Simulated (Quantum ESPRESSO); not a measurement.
# GaN (F-43m): modes at Γ and the response to a field, part 2 of 2

Which modes does GaN (F-43m) have at the zone centre?

Quantum ESPRESSO 7.5; DFT LDA, scalar-relativistic, plane waves, PseudoDojo norm-conserving pseudopotentials.

So far. Step 2 (A probe with smearing): A gap of 1.8 eV opens on this mesh, so the crystal is taken as an insulator; the start stands at -6.9 GPa. Step 4 (Ground state): The cell stands at 0.031 GPa, close enough for phonons. The relaxed cell has a = 4.453 Å (conventional setting).

**5. Zone-centre response**

At q = 0 one unit cell holds all displacements; symmetry groups them into irreducible representations that are solved one by one. The response to a field gives ε∞ and the Born charges, which polar modes need.

ph.in reads:

```
phonons
 &inputph
    prefix='x',
    outdir='./tmp',
    fildyn='g.dyn',
    tr2_ph=1.0d-18,
    epsil=.true.,
 /
0.000000000000 0.000000000000 0.000000000000
```

Command:

```bash
$ OMP_NUM_THREADS=1 mpirun -n 4 ph.x -nk 4 -in ph.in > ph.out
```

Output:

```text
[banners, grids, parts of the stress and lines that vanish by symmetry left out]
[banner, memory and clock lines left out]
Program PHONON v.7.5

     ./tmp/x.save/

     IMPORTANT: XC functional enforced from input :
     Exchange-correlation= PW
                           (   1   4   0   0   0   0   0)
     Any further DFT definition will be discarded
     Please, verify this is what you really want

     G-vector sticks info

     Reading collected, re-writing distributed wavefunctions in ./tmp/

     Number and degeneracy of irreps per q-point
       N         xq(1)         xq(2)         xq(3)   N irreps
       1   0.000000000   0.000000000   0.000000000       2
        3   3

     Calculation of q =    0.0000000   0.0000000   0.0000000

     phonons

     bravais-lattice index     =            2
     lattice parameter (alat)  =       8.4146  a.u.
     unit-cell volume          =     148.9510 (a.u.)^3
     number of atoms/cell      =            2
     number of atomic types    =            2
     kinetic-energy cut-off    =      92.0000  Ry
     charge density cut-off    =     368.0000  Ry
     convergence threshold     =      1.0E-18
     beta                      =       0.7000
     number of iterations used =            4
     Exchange-correlation= PW
                           (   1   4   0   0   0   0   0)

     celldm(1)=    8.41462  celldm(2)=    0.00000  celldm(3)=    0.00000
     celldm(4)=    0.00000  celldm(5)=    0.00000  celldm(6)=    0.00000

     crystal axes: (cart. coord. in units of alat)
               a(1) = ( -0.5000  0.0000  0.5000 )
               a(2) = (  0.0000  0.5000  0.5000 )
               a(3) = ( -0.5000  0.5000  0.0000 )

     reciprocal axes: (cart. coord. in units 2 pi/alat)
               b(1) = ( -1.0000 -1.0000  1.0000 )
               b(2) = (  1.0000  1.0000  1.0000 )
               b(3) = ( -1.0000  1.0000 -1.0000 )

     Atoms inside the unit cell:

     Cartesian axes

     site n.  atom      mass           positions (alat units)
        1  Ga     69.7230   tau(    1) = (    0.00000    0.00000    0.00000  )
        2  N      14.0070   tau(    2) = (   -0.75000    0.75000    0.75000  )

     Computing dynamical matrix for
                    q = (   0.0000000   0.0000000   0.0000000 )

     25 Sym.Ops. (with q -> -q+G )

     G cutoff =  660.0200  (  17933 G-vectors)     FFT grid: ( 40, 40, 40)
     number of k points=    72
                       cart. coord. in units 2pi/alat
        k(    1) = (   0.0000000   0.0000000   0.0000000), wk =   0.0011574
        k(    2) = (  -0.0833333   0.0833333  -0.0833333), wk =   0.0092593
        k(    3) = (  -0.1666667   0.1666667  -0.1666667), wk =   0.0092593
        [... further k-points left out ...]

     PseudoPot. # 1 for Ga read from file:
     ./pseudo/Ga.upf
     Pseudo is Norm-conserving + core correction, Zval = 13.0
     Using radial grid of 1858 points,  6 beta functions with:
                l(1) =   0
                l(2) =   0
                l(3) =   1
                l(4) =   1
                l(5) =   2
                l(6) =   2

     PseudoPot. # 2 for N  read from file:
     ./pseudo/N.upf
     Pseudo is Norm-conserving + core correction, Zval =  5.0
     Using radial grid of 1058 points,  4 beta functions with:
                l(1) =   0
                l(2) =   0
                l(3) =   1
                l(4) =   1

     Mode symmetry, T_d (-43m)  point group:

     Electric field:
     Dielectric constant
     Born effective charges as d Force / d E

     Atomic displacements:
     There are    2 irreducible representations

     Representation     1      3 modes -  To be done

     Representation     2      3 modes -  To be done

     Alpha used in Ewald sum =   2.8000

     Electric Fields Calculation

      iter #   1   av.it.:   8.0
      thresh= 1.000E-02 alpha_mix =  0.700 |ddv_scf|^2 =  1.914E-08

      iter #   2   av.it.:  16.7
      thresh= 1.384E-05 alpha_mix =  0.700 |ddv_scf|^2 =  1.236E-09

      iter #   3   av.it.:  16.6
      thresh= 3.516E-06 alpha_mix =  0.700 |ddv_scf|^2 =  7.569E-11

      iter #   4   av.it.:  16.6
      thresh= 8.700E-07 alpha_mix =  0.700 |ddv_scf|^2 =  7.529E-13

      iter #   5   av.it.:  15.8
      thresh= 8.677E-08 alpha_mix =  0.700 |ddv_scf|^2 =  3.144E-14

      iter #   6   av.it.:  15.6
      thresh= 1.773E-08 alpha_mix =  0.700 |ddv_scf|^2 =  2.419E-16

      iter #   7   av.it.:  16.1
      thresh= 1.555E-09 alpha_mix =  0.700 |ddv_scf|^2 =  7.189E-18

      iter #   8   av.it.:  16.6
      thresh= 2.681E-10 alpha_mix =  0.700 |ddv_scf|^2 =  2.604E-20

     End of electric fields calculation

          Dielectric constant in cartesian axis

          (       5.764066930       0.000000000       0.000000000 )
          (       0.000000000       5.764066930      -0.000000000 )
          (       0.000000000      -0.000000000       5.764066930 )

          Effective charges (d Force / dE) in cartesian axis without acoustic sum rule applied (asr)

           atom    1  Ga    Mean Z*:        2.64527
      Ex  (        2.64527        0.00000        0.00000 )
      Ey  (        0.00000        2.64527        0.00000 )
      Ez  (       -0.00000        0.00000        2.64527 )
           atom    2  N     Mean Z*:       -2.64579
      Ex  (       -2.64579       -0.00000       -0.00000 )
      Ey  (       -0.00000       -2.64579        0.00000 )
      Ez  (       -0.00000        0.00000       -2.64579 )

          Effective charges Sum: Mean:       -0.00052
             -0.00052        0.00000       -0.00000
              0.00000       -0.00052        0.00000
              0.00000        0.00000       -0.00052

          Effective charges (d Force / dE) in cartesian axis with asr applied:
           atom    1  Ga    Mean Z*:        2.64553
      E*x (        2.64553        0.00000        0.00000 )
      E*y (        0.00000        2.64553        0.00000 )
      E*z (        0.00000        0.00000        2.64553 )
           atom    2  N     Mean Z*:       -2.64553
      E*x (       -2.64553       -0.00000       -0.00000 )
      E*y (       -0.00000       -2.64553       -0.00000 )
      E*z (       -0.00000       -0.00000       -2.64553 )

     Representation #   1 modes #   1   2   3

     Self-consistent Calculation

      iter #   1   av.it.:   8.9
      thresh= 1.000E-02 alpha_mix =  0.700 |ddv_scf|^2 =  3.922E-07

      iter #   2   av.it.:  16.0
      thresh= 6.263E-05 alpha_mix =  0.700 |ddv_scf|^2 =  7.717E-09

      iter #   3   av.it.:  16.6
      thresh= 8.785E-06 alpha_mix =  0.700 |ddv_scf|^2 =  2.233E-10

      iter #   4   av.it.:  16.5
      thresh= 1.494E-06 alpha_mix =  0.700 |ddv_scf|^2 =  1.162E-11

      iter #   5   av.it.:  16.2
      thresh= 3.408E-07 alpha_mix =  0.700 |ddv_scf|^2 =  1.033E-13

      iter #   6   av.it.:  16.0
      thresh= 3.214E-08 alpha_mix =  0.700 |ddv_scf|^2 =  4.299E-16

[...]
End of self-consistent calculation

     Convergence has been achieved

     Representation #   2 modes #   4   5   6

     Self-consistent Calculation

[...]
iter #   2   av.it.:  17.1
      thresh= 2.239E-04 alpha_mix =  0.700 |ddv_scf|^2 =  6.987E-07

      iter #   3   av.it.:  16.7
      thresh= 8.359E-05 alpha_mix =  0.700 |ddv_scf|^2 =  2.235E-09

      iter #   4   av.it.:  16.8
      thresh= 4.728E-06 alpha_mix =  0.700 |ddv_scf|^2 =  1.442E-11

      iter #   5   av.it.:  16.1
      thresh= 3.798E-07 alpha_mix =  0.700 |ddv_scf|^2 =  4.435E-14

      iter #   6   av.it.:  16.2
      thresh= 2.106E-08 alpha_mix =  0.700 |ddv_scf|^2 =  7.463E-16

      iter #   7   av.it.:  16.1
      thresh= 2.732E-09 alpha_mix =  0.700 |ddv_scf|^2 =  6.821E-18

      iter #   8   av.it.:  16.1
      thresh= 2.612E-10 alpha_mix =  0.700 |ddv_scf|^2 =  1.922E-19

     End of self-consistent calculation

     Convergence has been achieved

     Number of q in the star =    1
     List of q in the star:
          1   0.000000000   0.000000000   0.000000000

          Dielectric constant in cartesian axis

          (       5.764066930       0.000000000       0.000000000 )
          (       0.000000000       5.764066930      -0.000000000 )
          (       0.000000000      -0.000000000       5.764066930 )

          Effective charges (d Force / dE) in cartesian axis without acoustic sum rule applied (asr)

           atom    1  Ga    Mean Z*:        2.64527
      Ex  (        2.64527        0.00000        0.00000 )
      Ey  (        0.00000        2.64527        0.00000 )
      Ez  (       -0.00000        0.00000        2.64527 )
           atom    2  N     Mean Z*:       -2.64579
      Ex  (       -2.64579       -0.00000       -0.00000 )
      Ey  (       -0.00000       -2.64579        0.00000 )
      Ez  (       -0.00000        0.00000       -2.64579 )

          Effective charges Sum: Mean:       -0.00052
             -0.00052        0.00000       -0.00000
              0.00000       -0.00052        0.00000
              0.00000        0.00000       -0.00052

          Effective charges (d Force / dE) in cartesian axis with asr applied:
           atom    1  Ga    Mean Z*:        2.64553
      E*x (        2.64553        0.00000        0.00000 )
      E*y (        0.00000        2.64553        0.00000 )
      E*z (        0.00000        0.00000        2.64553 )
           atom    2  N     Mean Z*:       -2.64553
      E*x (       -2.64553       -0.00000       -0.00000 )
      E*y (       -0.00000       -2.64553       -0.00000 )
      E*z (       -0.00000       -0.00000       -2.64553 )

     Diagonalizing the dynamical matrix

     q = (    0.000000000   0.000000000   0.000000000 )

 **************************************************************************
     freq (    1) =       0.042049 [THz] =       1.402592 [cm-1]
     freq (    2) =       0.042049 [THz] =       1.402592 [cm-1]
     freq (    3) =       0.042049 [THz] =       1.402592 [cm-1]
     freq (    4) =      16.606316 [THz] =     553.927065 [cm-1]
     freq (    5) =      16.606316 [THz] =     553.927065 [cm-1]
     freq (    6) =      16.606316 [THz] =     553.927065 [cm-1]
 **************************************************************************

     Mode symmetry, T_d (-43m)  point group:

     freq (   1-   3) =          1.4  [cm-1]   --> T_2  G_15 P_4   I+R
     freq (   4-   6) =        553.9  [cm-1]   --> T_2  G_15 P_4   I+R
```

It took 3.3 min on 4 MPI ranks of Arm Neoverse V2, shared host; 13 min of CPU time.

Numbers from this step:

| Property | Result |
| --- | --- |
| miss of the charge sum rule | 5.20e-4 e |
| largest acoustic frequency at the zone centre before the sum rule | 1.4 cm⁻¹ |
| highest optical zone-centre mode (no LO-TO term) | 553.9 cm⁻¹ |
| lowest optical zone-centre mode | 553.9 cm⁻¹ |
| mean high-frequency dielectric constant | 5.764 |
| largest Born charge in size (third of the trace) | 2.646 e |

Born charge (rows field, columns displacement), before the sum rule (e), principal values of the symmetric part by kind of site:

```csv
atom,atoms with these values,low,middle,high,mean
Ga1,1,2.65,2.65,2.65,2.65
N2,1,-2.65,-2.65,-2.65,-2.65
```

In full for Ga1:

```
2.65 0.00 0.00
0.00 2.65 0.00
0.00 0.00 2.65
```

High-frequency dielectric tensor:

```
5.76 0.00 0.00
0.00 5.76 0.00
0.00 0.00 5.76
```

The acoustic modes at Γ come out as far as 1.4 cm⁻¹ from zero, where they should vanish, a small numerical error; the Born charges miss their sum rule by 5.2e-4 e, which is good.

**6. Modes with the sum rule**

A rigid shift of the crystal must cost nothing, but grids and finite bases break this; the acoustic sum rule is imposed before the matrix is diagonalised again. With Born charges the intensities follow, and the static dielectric tensor.

dynmat.in reads:

```
 &input
    fildyn='g.dyn',
    asr='simple',
    fileig='dynmat.eig',
    lperm=.true.,
 /
```

Command:

```bash
$ dynmat.x -in dynmat.in > dynmat.out
```

Output:

```text
[banner, memory and clock lines left out]
Program DYNMAT v.7.5

     Reading Dynamical Matrix from file g.dyn
     ...Force constants read
     ...epsilon and Z* read
     A direction for q was not specified:TO-LO splitting will be absent

     Polarizability (A^3 units)
     multiply by 0.386395 for Clausius-Mossotti correction
         8.367871    0.000000    0.000000
         0.000000    8.367871   -0.000000
         0.000000   -0.000000    8.367871

     IR activities are in (D/A)^2/amu units

# mode   [cm-1]    [THz]      IR
    1     -0.00   -0.0000    0.0000
    2     -0.00   -0.0000    0.0000
    3      0.00    0.0000    0.0000
    4    553.92   16.6061   13.8438
    5    553.92   16.6061   13.8438
    6    553.92   16.6061   13.8438

Electronic dielectric permittivity tensor (relative, adimensional)
         5.764067    0.000000    0.000000
         0.000000    5.764067   -0.000000
         0.000000   -0.000000    5.764067

 ... with zone-center polar mode contributions
        10.123853    0.000000   -0.000000
         0.000000   10.123853    0.000000
        -0.000000    0.000000   10.123853
```

Elapsed: 0.45 s, on 1 thread.

Read from the output:

```
mean static dielectric constant : 10.12
```

Unit eigenvectors of the mass-weighted matrix after the sum rule; no LO-TO term. Modes at Γ, with each element's share of the kinetic energy:

| mode | frequency (cm⁻¹) | symmetry | Ga % | N % |
| --- | --- | --- | --- | --- |
| 1 | 0.0 | acoustic | 83 | 17 |
| 2 | 0.0 | acoustic | 83 | 17 |
| 3 | 0.0 | acoustic | 83 | 17 |
| 4 | 553.9 | T2 | 17 | 83 |
| 5 | 553.9 | T2 | 17 | 83 |
| 6 | 553.9 | T2 | 17 | 83 |

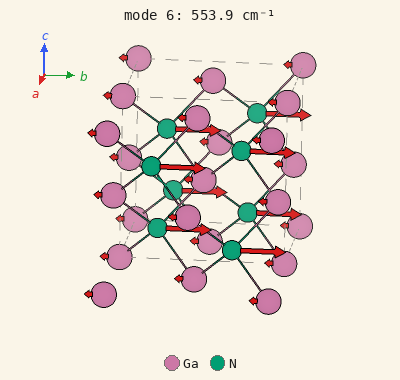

Displacement patterns of mode 6 at Γ; arrows are exaggerated. Bonds to atoms that aren't drawn are left out. 2×1×1 conventional cells are drawn. Some periodic images of atoms are drawn too.

Degenerate modes summed, no LO-TO term. Lines of the infrared spectrum (strongest = 100):

| position (cm⁻¹) | lines merged | label | IR intensity, relative |
| --- | --- | --- | --- |
| 554 | 3 | T2 | 100 |

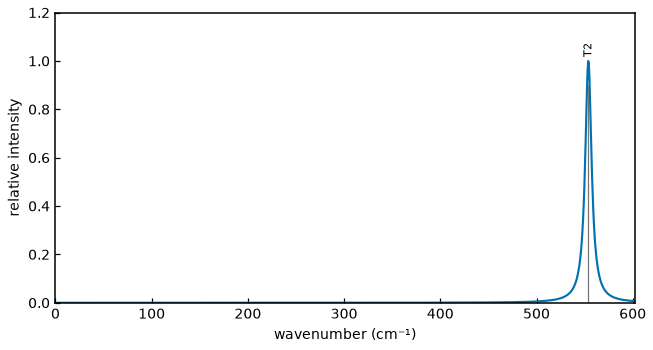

The infrared spectrum, broadened with Lorentzians of width 8 cm⁻¹; bars mark the lines.

Static dielectric tensor (ions relaxed, fixed cell):

```
10.12  0.00  0.00
 0.00 10.12  0.00
 0.00  0.00 10.12
```

The rule moves no optical mode by more than 0.1 cm⁻¹.

**7. Modes along a direction of q (1 0 0)**

A longitudinal polar mode sets up a macroscopic field that stiffens it; the term hangs on the direction from which q goes to zero.

dynmat.in reads:

```
 &input
    fildyn='g.dyn',
    asr='simple',
    fileig='dynmat.eig',
    q(1)=1.0,
    q(2)=0.0,
    q(3)=0.0,
 /
```

Command:

```bash
$ dynmat.x -in dynmat.in > dynmat.out
```

Output:

```text
[banner, memory and clock lines left out]
Program DYNMAT v.7.5

     Reading Dynamical Matrix from file g.dyn
     ...Force constants read
     ...epsilon and Z* read

     Polarizability (A^3 units)
     multiply by 0.386395 for Clausius-Mossotti correction
         8.367871    0.000000    0.000000
         0.000000    8.367871   -0.000000
         0.000000   -0.000000    8.367871

     IR activities are in (D/A)^2/amu units

# mode   [cm-1]    [THz]      IR
    1     -0.00   -0.0000    0.0000
    2     -0.00   -0.0000    0.0000
    3      0.00    0.0000    0.0000
    4    553.92   16.6061   13.8438
    5    553.92   16.6061   13.8438
    6    734.10   22.0078   13.8438
```

Elapsed: 0.45 s, on 1 thread.

This step gave:

| Item | Value |
| --- | --- |
| highest mode moved by the LO-TO term | 734.1 cm⁻¹ |

Zone-centre frequencies as printed; negative means imaginary. Modes:

| mode | frequency (cm⁻¹) |
| --- | --- |
| 1 | 0 |
| 2 | 0 |
| 3 | 0 |
| 4 | 553.9 |
| 5 | 553.9 |
| 6 | 734.1 |

The field moves one mode, from 554 to 734 cm⁻¹; the others stay.

**8. Results**

- space group after relaxation: F-43m
- volume per atom: 11.0 Å³
- gap on the k-mesh: 2.01 eV
- highest optical zone-centre mode (no LO-TO term): 553.9 cm⁻¹
- highest mode moved by the LO-TO term: 734.1 cm⁻¹
- mean high-frequency dielectric constant: 5.76
- largest Born charge in size (third of the trace): 2.65 e
- mean static dielectric constant: 10.1
- imaginary optical modes at the zone centre (no q mesh in this session): none

At the LDA level the optical modes of GaN (F-43m) at the zone centre (no LO-TO term) lie at 554 cm⁻¹. Along the directions run, the highest mode that the macroscopic field moves lies at 734 cm⁻¹. Lattice motion raises the mean dielectric constant from 5.764 to 10.12. The Born charge of Ga is 2.645 e against a formal charge of +3, somewhat under it. The Lyddane-Sachs-Teller relation holds: (ωLO/ωTO)² is 1.76 and ε₀/ε∞ is 1.76. These are harmonic frequencies at zero temperature: anharmonic shifts and linewidths and thermal expansion are left out. The structure comes from a database and need not be the phase that is stable at ambient conditions.

[Host names and launcher messages were left out of these logs when they were recorded.]

[Logs are printed without paths, hosts, clocks, repeated set-up lines and the standing remarks that a program may print on its own settings, such as how far it seeks lower states.]

[Hosts, paths, dates, database ids (printed as entryN), source tags and the programs' standing remarks are cut or masked in the printed files.]
